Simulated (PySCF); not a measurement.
**Run report: C₂H₈NO₃Ta, geometry relaxation**

C₂H₈NO₃Ta (Ta(NEt)(OH)3), computed with PBE0-D3(BJ)/def2-SVP geometry optimisation, gas phase (PySCF 2.14.0).

It belongs to a series of runs on one base structure; here: ligand (all three): Cl to OH.

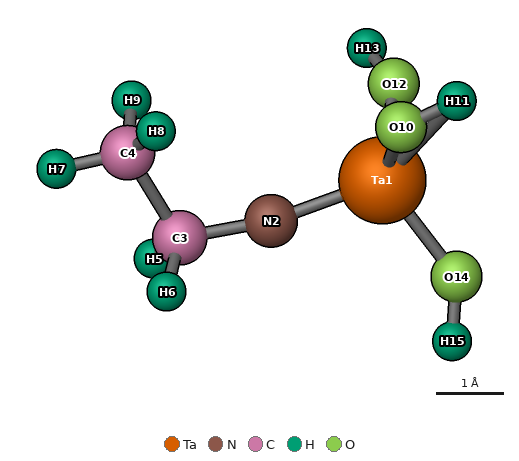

**Figure 1.** The starting structure (ball-and-stick view, seen on its broad side; atoms are numbered from 1 in the order of the input). Sticks mark near contacts. Bond lengths as drawn: C–C 1.63 Å, C–H 1.04 to 1.14 Å, C–N 1.39 Å, H–O 0.96 to 1.03 Å, H–Ta 2.51 Å, N–Ta 1.78 Å and O–Ta 1.85 to 1.97 Å.

## Input file
```
{"job": {"xc": "PBE0", "basis": "def2-SVP", "d3": "d3bj", "grid": 1, "maxiter": 30, "shake": 0.03, "kind": "geom"}, "charge": 0, "multiplicity": 1}
Ta    -0.107410    -0.450980    -1.510270
N     -0.280790    -0.513430     0.257280
C     -0.214510    -0.354080     1.637720
C      0.606380     0.998820     2.010320
H     -1.160790    -0.414800     2.092610
H      0.437370    -1.152360     2.074020
H      0.657110     1.078960     3.097620
H      1.524250     1.061790     1.521410
H     -0.114250     1.825310     1.712020
O      1.616120     0.007880    -1.995720
H      1.911100     0.096460    -2.902950
O     -1.247990     1.036730    -2.116400
H     -1.950690     1.760730    -1.898850
O     -0.734720    -2.088570    -2.142230
H     -0.973940    -2.968570    -1.792600
```

The first line tells a small driver script what to run in PySCF; the rest is the geometry in Å.

Machine: 1 CPU thread, shared host.

Launched with:
```bash
OMP_NUM_THREADS=1 python <driver script> task.json out
```

## Output
```
step   0  E = -417.96026223  max force = 0.101203
step   1  E = -417.98775904  max force = 0.027304
step   2  E = -417.99116067  max force = 0.009695
step   3  E = -417.99175262  max force = 0.005503
step   4  E = -417.99201990  max force = 0.003487
step   5  E = -417.99225026  max force = 0.003537
step   6  E = -417.99233943  max force = 0.001573
step   7  E = -417.99238224  max force = 0.000819
step   8  E = -417.99240518  max force = 0.000436
step   9  E = -417.99242237  max force = 0.000395
step  10  E = -417.99243573  max force = 0.000308
optimisation converged
```

## Trajectory as extended XYZ (Å, eV, eV/Å), 11 frames, from step=0 to step=10
```
15
Properties=species:S:1:pos:R:3:forces:R:3 step=0 energy=-11373.27804
Ta   -0.1074   -0.4510   -1.5103   -4.0858   2.3229   1.3826
N    -0.2808   -0.5134    0.2573    0.4001  -0.1087  -0.9410
C    -0.2145   -0.3541    1.6377    4.2169   1.0302   0.2216
C     0.6064    0.9988    2.0103   -5.2040  -0.6376   0.5661
H    -1.1608   -0.4148    2.0926   -1.7190   0.1883   1.0066
H     0.4374   -1.1524    2.0740   -0.5179  -0.0639  -0.0653
H     0.6571    1.0790    3.0976    0.4677  -0.0378   0.3161
H     1.5243    1.0618    1.5214    1.8964   0.0472  -1.0112
H    -0.1143    1.8253    1.7120    1.0973  -0.4336  -0.0005
O     1.6161    0.0079   -1.9957    2.4791   0.3658  -0.5318
H     1.9111    0.0965   -2.9030    0.3127   0.0842  -0.1785
O    -1.2480    1.0367   -2.1164   -1.3161   1.0640   0.4929
H    -1.9507    1.7607   -1.8988    2.2760  -2.4065  -0.4155
O    -0.7347   -2.0886   -2.1422   -0.4509  -2.2832  -0.5636
H    -0.9739   -2.9686   -1.7926    0.1476   0.8687  -0.2783
15
Properties=species:S:1:pos:R:3:forces:R:3 step=1 energy=-11374.02626
Ta   -0.2026   -0.4011   -1.5156    1.4041  -1.2689   0.1128
N    -0.2705   -0.4675    0.2602    0.1145   0.1700  -0.4191
C    -0.1446   -0.3251    1.6614    0.5778   0.3629   0.3562
C     0.5486    0.9967    2.0498   -0.8174  -0.3725  -0.0393
H    -1.1263   -0.3698    2.1619   -0.1153  -0.1201   0.0077
H     0.4770   -1.1442    2.0793   -0.2197  -0.0846  -0.0873
H     0.6528    1.0599    3.1444    0.2632  -0.0405  -0.0330
H     1.5147    1.0585    1.5365    0.1435   0.1693   0.0991
H    -0.0967    1.8392    1.7543    0.1798   0.0791  -0.1618
O     1.6643    0.0300   -2.0158   -0.9703  -0.3274   0.3227
H     2.0237    0.1105   -2.9057   -0.0834  -0.0074   0.0685
O    -1.2802    0.9838   -2.1602   -0.5041   0.4124  -0.4984
H    -1.9319    1.6381   -1.9311   -0.2214   0.2869   0.1571
O    -0.8111   -2.1103   -2.2068    0.2597   0.7042  -0.0191
H    -1.0499   -2.9747   -1.8686   -0.0109   0.0366   0.1338
15
Properties=species:S:1:pos:R:3:forces:R:3 step=2 energy=-11374.11883
Ta   -0.1931   -0.4091   -1.5180    0.0204   0.4115  -0.2989
N    -0.2434   -0.4616    0.2496    0.0945   0.0578   0.0512
C    -0.1237   -0.3228    1.6563   -0.0762   0.0652   0.1423
C     0.5369    0.9919    2.0541   -0.0370  -0.0985   0.0212
H    -1.1210   -0.3805    2.1392    0.0633  -0.0910  -0.0536
H     0.4739   -1.1587    2.0671   -0.0588  -0.0437  -0.0079
H     0.6475    1.0522    3.1487    0.1154  -0.0054  -0.0306
H     1.5236    1.0735    1.5700   -0.0336   0.0747   0.1129
H    -0.0808    1.8448    1.7402    0.0055   0.0641  -0.1035
O     1.6473   -0.0033   -1.9970   -0.2946  -0.1555   0.1063
H     2.0078    0.0749   -2.8855   -0.0105   0.0021   0.0097
O    -1.3150    1.0030   -2.1752    0.2892  -0.4986  -0.1033
H    -1.9657    1.6538   -1.9267   -0.1313   0.1787   0.1860
O    -0.7925   -2.0892   -2.2164    0.0954   0.1131  -0.1293
H    -1.0345   -2.9452   -1.8624   -0.0417  -0.0745   0.0974
15
Properties=species:S:1:pos:R:3:forces:R:3 step=3 energy=-11374.13493
Ta   -0.1928   -0.3961   -1.5346   -0.1244   0.0544   0.2830
N    -0.2265   -0.4423    0.2369    0.0598   0.0867   0.0039
C    -0.1175   -0.3188    1.6487   -0.1470  -0.0282  -0.0353
C     0.5339    0.9914    2.0705    0.0594   0.0067   0.0199
H    -1.1223   -0.3960    2.1118    0.0600  -0.0046   0.0022
H     0.4654   -1.1686    2.0498    0.0276  -0.0067   0.0273
H     0.6430    1.0428    3.1653   -0.0020   0.0040   0.0009
H     1.5324    1.0921    1.6161   -0.0323  -0.0245   0.0184
H    -0.0698    1.8528    1.7455   -0.0153  -0.0125  -0.0167
O     1.6310   -0.0194   -2.0077    0.2495   0.0027  -0.1020
H     1.9916    0.0498   -2.8963    0.0324   0.0122  -0.0083
O    -1.3208    0.9927   -2.1859   -0.2318   0.1379  -0.1360
H    -1.9681    1.6431   -1.9047    0.1016  -0.0438   0.0505
O    -0.7848   -2.0754   -2.2236   -0.0275  -0.1934  -0.1376
H    -1.0274   -2.9242   -1.8477   -0.0102   0.0089   0.0297
15
Properties=species:S:1:pos:R:3:forces:R:3 step=4 energy=-11374.14221
Ta   -0.1916   -0.3880   -1.5420   -0.0986  -0.0085   0.1793
N    -0.2156   -0.4282    0.2312    0.0455   0.0838  -0.0647
C    -0.1166   -0.3170    1.6455   -0.0841  -0.0707  -0.0482
C     0.5317    0.9884    2.0840    0.0413   0.0466   0.0058
H    -1.1230   -0.4018    2.1005    0.0178   0.0115   0.0113
H     0.4635   -1.1704    2.0449    0.0256   0.0037   0.0042
H     0.6331    1.0342    3.1797   -0.0344   0.0013   0.0044
H     1.5351    1.0920    1.6435   -0.0050  -0.0315  -0.0144
H    -0.0670    1.8521    1.7539   -0.0031  -0.0211   0.0132
O     1.6367   -0.0242   -2.0319    0.0833  -0.0101  -0.0489
H     1.9956    0.0394   -2.9219    0.0130   0.0079   0.0015
O    -1.3338    0.9980   -2.1934   -0.1020   0.0070  -0.0709
H    -1.9709    1.6484   -1.8903    0.0852  -0.0321   0.0488
O    -0.7844   -2.0777   -2.2245    0.0142  -0.0217  -0.0403
H    -1.0255   -2.9214   -1.8349    0.0011   0.0340   0.0188
15
Properties=species:S:1:pos:R:3:forces:R:3 step=5 energy=-11374.14847
Ta   -0.1879   -0.3727   -1.5539    0.0858  -0.0443  -0.1819
N    -0.1930   -0.3991    0.2151   -0.0009   0.0433   0.1478
C    -0.1151   -0.3155    1.6326   -0.0054  -0.1009  -0.0267
C     0.5249    0.9808    2.1049    0.0514   0.0557  -0.0008
H    -1.1256   -0.4117    2.0724   -0.0327   0.0143   0.0124
H     0.4617   -1.1748    2.0261    0.0124   0.0169  -0.0203
H     0.6038    1.0120    3.2028   -0.0504   0.0022   0.0041
H     1.5379    1.0848    1.6890    0.0183  -0.0144  -0.0278
H    -0.0635    1.8492    1.7694   -0.0027  -0.0056   0.0301
O     1.6426   -0.0326   -2.0794   -0.0742  -0.0061   0.0207
H     1.9946    0.0215   -2.9730   -0.0106   0.0027   0.0151
O    -1.3522    1.0020   -2.1991    0.0002  -0.0671  -0.0564
H    -1.9593    1.6542   -1.8469    0.0048   0.0414   0.0553
O    -0.7821   -2.0721   -2.2180    0.0034   0.0465   0.0262
H    -1.0198   -2.9021   -1.7980    0.0006   0.0154   0.0020
15
Properties=species:S:1:pos:R:3:forces:R:3 step=6 energy=-11374.15090
Ta   -0.1837   -0.3640   -1.5681    0.0694  -0.0367   0.0375
N    -0.1778   -0.3787    0.2052   -0.0250   0.0165  -0.0809
C    -0.1131   -0.3160    1.6239    0.0319  -0.0388  -0.0130
C     0.5217    0.9752    2.1219    0.0314   0.0027  -0.0120
H    -1.1272   -0.4194    2.0539   -0.0305   0.0095   0.0086
H     0.4633   -1.1791    2.0097    0.0056   0.0133  -0.0139
H     0.5799    0.9928    3.2214   -0.0299   0.0012   0.0038
H     1.5412    1.0802    1.7220    0.0114  -0.0014  -0.0123
H    -0.0606    1.8480    1.7883   -0.0054   0.0017   0.0181
O     1.6429   -0.0366   -2.1137   -0.0762   0.0077   0.0311
H     1.9893    0.0126   -3.0094   -0.0047   0.0029   0.0044
O    -1.3633    1.0036   -2.2077    0.0206  -0.0577  -0.0273
H    -1.9432    1.6611   -1.8193    0.0071   0.0257   0.0281
O    -0.7829   -2.0685   -2.2130   -0.0034   0.0561   0.0357
H    -1.0194   -2.8874   -1.7710   -0.0025  -0.0027  -0.0079
15
Properties=species:S:1:pos:R:3:forces:R:3 step=7 energy=-11374.15207
Ta   -0.1824   -0.3612   -1.5724    0.0225  -0.0421  -0.0381
N    -0.1741   -0.3702    0.1988   -0.0267   0.0072   0.0087
C    -0.1114   -0.3177    1.6174    0.0278   0.0059   0.0130
C     0.5222    0.9707    2.1271    0.0025  -0.0177  -0.0144
H    -1.1268   -0.4232    2.0457   -0.0060   0.0007   0.0010
H     0.4667   -1.1820    1.9971   -0.0013   0.0012  -0.0047
H     0.5702    0.9799    3.2272   -0.0036  -0.0001   0.0008
H     1.5438    1.0779    1.7324    0.0005   0.0034   0.0037
H    -0.0597    1.8456    1.7987    0.0000   0.0024   0.0036
O     1.6406   -0.0342   -2.1223   -0.0170   0.0137   0.0145
H     1.9859    0.0157   -3.0183    0.0012   0.0037   0.0003
O    -1.3652    1.0034   -2.2118   -0.0074  -0.0072  -0.0098
H    -1.9293    1.6663   -1.8080    0.0164   0.0056   0.0057
O    -0.7875   -2.0663   -2.2080   -0.0065   0.0260   0.0295
H    -1.0258   -2.8811   -1.7594   -0.0023  -0.0026  -0.0139
15
Properties=species:S:1:pos:R:3:forces:R:3 step=8 energy=-11374.15269
Ta   -0.1839   -0.3622   -1.5741    0.0035  -0.0058   0.0058
N    -0.1774   -0.3686    0.1972   -0.0224   0.0002  -0.0043
C    -0.1100   -0.3200    1.6155    0.0080   0.0181   0.0115
C     0.5246    0.9668    2.1274   -0.0106  -0.0095  -0.0021
H    -1.1246   -0.4254    2.0470    0.0096  -0.0067  -0.0033
H     0.4698   -1.1849    1.9903   -0.0040  -0.0066   0.0022
H     0.5709    0.9723    3.2277    0.0128  -0.0002   0.0002
H     1.5458    1.0762    1.7320   -0.0035   0.0027   0.0097
H    -0.0590    1.8426    1.8043    0.0035   0.0017  -0.0063
O     1.6382   -0.0296   -2.1196    0.0133   0.0069  -0.0038
H     1.9857    0.0248   -3.0144    0.0040   0.0036  -0.0001
O    -1.3637    1.0040   -2.2150   -0.0128   0.0034  -0.0108
H    -1.9179    1.6718   -1.8053    0.0095   0.0081   0.0040
O    -0.7947   -2.0644   -2.2076   -0.0072  -0.0103   0.0097
H    -1.0365   -2.8794   -1.7614   -0.0037  -0.0055  -0.0125
15
Properties=species:S:1:pos:R:3:forces:R:3 step=9 energy=-11374.15316
Ta   -0.1868   -0.3632   -1.5746   -0.0102   0.0096   0.0098
N    -0.1831   -0.3687    0.1967   -0.0133  -0.0025   0.0035
C    -0.1093   -0.3228    1.6148    0.0011   0.0203   0.0055
C     0.5275    0.9628    2.1272   -0.0184  -0.0059   0.0050
H    -1.1222   -0.4289    2.0503    0.0115  -0.0060  -0.0029
H     0.4715   -1.1891    1.9848   -0.0026  -0.0048   0.0050
H     0.5765    0.9662    3.2274    0.0144  -0.0021  -0.0008
H     1.5477    1.0737    1.7297   -0.0017  -0.0013   0.0056
H    -0.0570    1.8396    1.8081    0.0040  -0.0011  -0.0088
O     1.6357   -0.0253   -2.1144    0.0197  -0.0024  -0.0112
H     1.9865    0.0351   -3.0076    0.0039   0.0028   0.0004
O    -1.3621    1.0067   -2.2165   -0.0172   0.0121  -0.0017
H    -1.9060    1.6800   -1.8017    0.0112   0.0000  -0.0021
O    -0.8028   -2.0626   -2.2100    0.0012  -0.0154   0.0018
H    -1.0489   -2.8797   -1.7702   -0.0035  -0.0033  -0.0090
15
Properties=species:S:1:pos:R:3:forces:R:3 step=10 energy=-11374.15352
Ta   -0.1905   -0.3629   -1.5742   -0.0095   0.0158   0.0088
N    -0.1896   -0.3695    0.1971   -0.0048  -0.0065   0.0031
C    -0.1096   -0.3258    1.6152   -0.0051   0.0046  -0.0039
C     0.5303    0.9580    2.1265   -0.0078   0.0066   0.0102
H    -1.1203   -0.4324    2.0549    0.0040  -0.0029  -0.0018
H     0.4716   -1.1935    1.9814   -0.0003  -0.0025   0.0023
H     0.5844    0.9605    3.2264    0.0073  -0.0017  -0.0009
H     1.5493    1.0683    1.7260    0.0008  -0.0023  -0.0003
H    -0.0540    1.8358    1.8097    0.0031  -0.0012  -0.0044
O     1.6333   -0.0224   -2.1093    0.0087  -0.0095  -0.0096
H     1.9873    0.0443   -3.0008    0.0020   0.0016   0.0010
O    -1.3610    1.0119   -2.2155   -0.0077   0.0042   0.0021
H    -1.8940    1.6905   -1.7955    0.0039   0.0026  -0.0012
O    -0.8099   -2.0594   -2.2147    0.0083  -0.0082  -0.0008
H    -1.0601   -2.8796   -1.7833   -0.0028  -0.0006  -0.0047
```

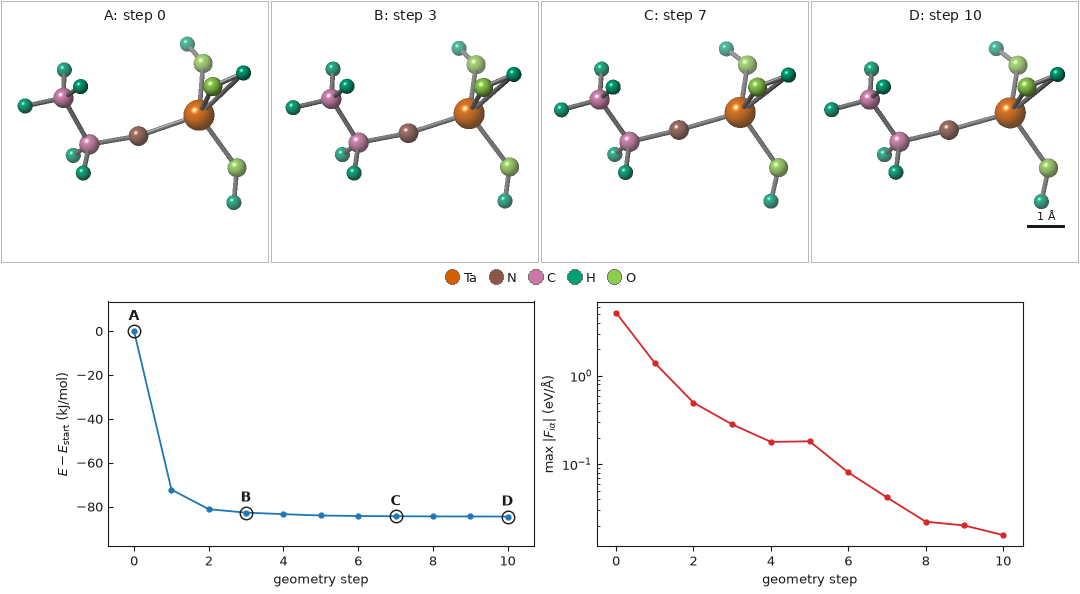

**Figure 2.** Frames of the relaxation (ball-and-stick view, seen at a tilt) above the curves, on which the letters mark them (steps are counted from 0).

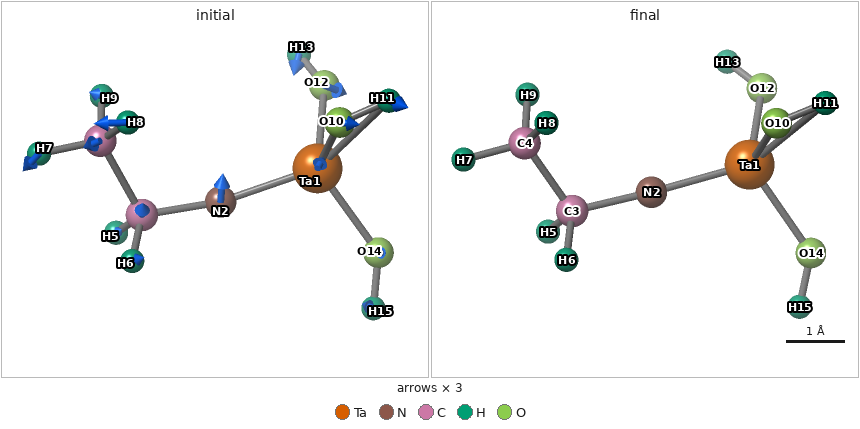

**Figure 3.** Before (left) and after (right) the relaxation, at one scale (ball-and-stick view, seen at a tilt). The blue arrows give the displacements, magnified 3 times. The atom that moves furthest after the best rigid fit is H8 (0.20 Å). By element the largest moves are H 0.20 Å, N 0.18 Å, O 0.18 Å, C 0.14 Å, Ta 0.11 Å. Distances before and after: Ta1–H11 2.513 → 2.635 Å, C3–C4 1.626 → 1.523 Å, Ta1–O10 1.848 → 1.931 Å, O12–H13 1.032 → 0.960 Å. Among the angles that change: Ta1–O12–H13 149.2° → 134.4°, Ta1–N2–C3 168.0° → 176.2°, C3–C4–H9 103.0° → 110.6°. After 10 geometry steps the energy has fallen by 84.5 kJ/mol. Largest force component: 5.2 eV/Å at the start, 0.016 eV/Å at the end. (Atoms are counted from 1 in the order of the input.)

## Results in brief

- outcome: converged
- total energy: −417.992436 hartree
- dipole moment: 0.76 D
- point group: C1
- wall time: 4.4 min
- peak memory: 0.62 GiB
